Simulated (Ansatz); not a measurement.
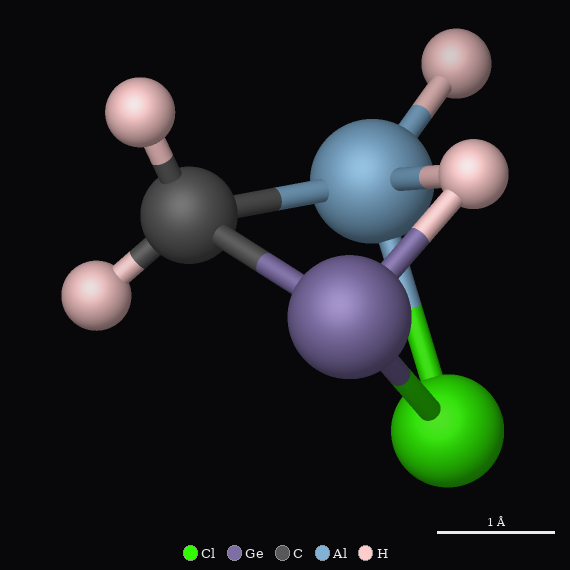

Rendered structure (ball-and-stick style).

Computed geometry: PBE0-D4/def2-TZVP optimisation.

Identify the structure.

It has 8 atoms: 1 carbon, 4 hydrogen, 1 aluminium, 1 chlorine and 1 germanium (CH₄AlClGe). This geometry has C1 symmetry. Coordination, clear cases only: 1 Cl bent; 1 Ge trigonal pyramidal.

More results for the same structure follow; atom numbers are the same in all pictures, views and colours differ.

**Thermal motion**

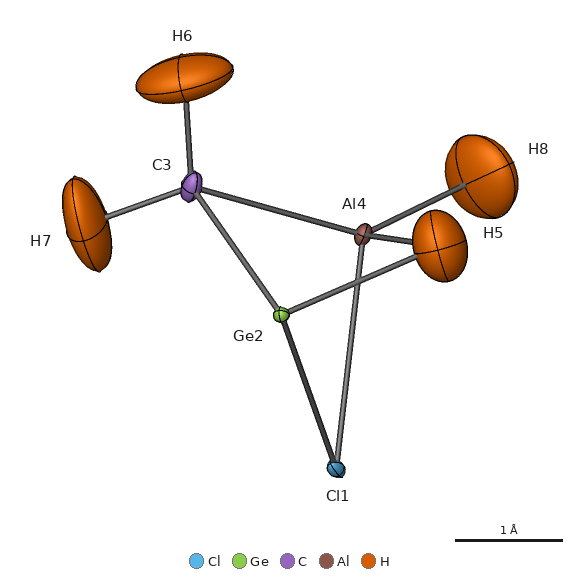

Displacement ellipsoids at the 50 % level, enlarged 1.5 times, from the internal vibrations of the free molecule (harmonic, no overall translation or rotation; no half-axis is drawn under 0.075 Å). Vibrations computed with RKS PBE0-D4/def2-TZVP (Ansatz 0.2.0). Temperature: 200 K.

**Which atom has the largest mean-square displacement?**

H8, with U_eq = 0.0274 Å².

**Does H7 move more along its bond or across it?**

Across it: the root-mean-square amplitude is 0.089 Å along the bond and up to 0.210 Å across, since bending and torsion are softer than stretching.

Give the displacement parameters, one line for each set of equivalent atoms.

```
atom  U_eq (Å²)   rms amplitudes (Å)
 Cl1     0.0019  0.024, 0.029, 0.066
 Ge2    0.00055  0.011, 0.015, 0.036
  C3     0.0030  0.041, 0.050, 0.070
 Al4     0.0015  0.028, 0.039, 0.047
  H5     0.0172  0.108, 0.134, 0.148
  H6     0.0240  0.090, 0.152, 0.202
  H7     0.0241  0.085, 0.145, 0.210
  H8     0.0274  0.098, 0.178, 0.202
```

**Vibrations**

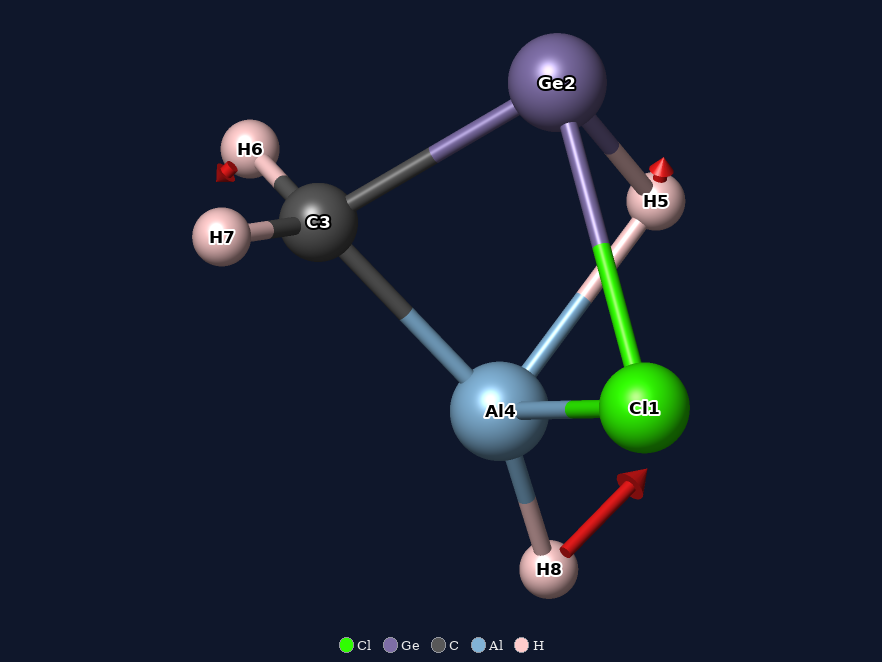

The arrows show one normal mode. Harmonic vibrations computed with RKS PBE0-D4/def2-TZVP (Ansatz 0.2.0) at a stationary point of the same level.

**Estimate its harmonic wavenumber.**

421 cm⁻¹; it is mode 5 of 18 counted from the lowest.

**Electronic properties**

Properties computed with RKS B97M-V/def2-TZVPP (Ansatz 0.2.0).

Predict the main results.

- HOMO energy (Kohn–Sham orbital): −5.81 eV
- LUMO energy (Kohn–Sham orbital): −2.33 eV
- HOMO–LUMO gap: 3.48 eV

**Dipole moment**

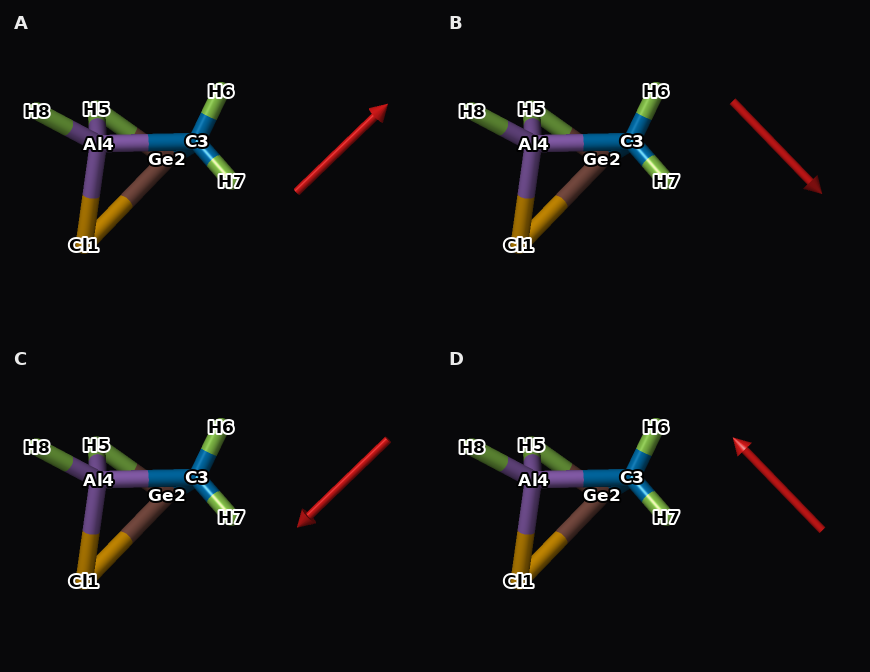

The same molecule four times, each with an arrow. Level of theory: RKS r2SCAN-D4/def2-TZVPP (Ansatz 0.2.0).

**Which arrow points along the dipole moment, from the negative to the positive end?**

A. The dipole moment is 1.30 D; it points from the side of Cl1 to the side of H6 (the outermost atoms at the two ends).
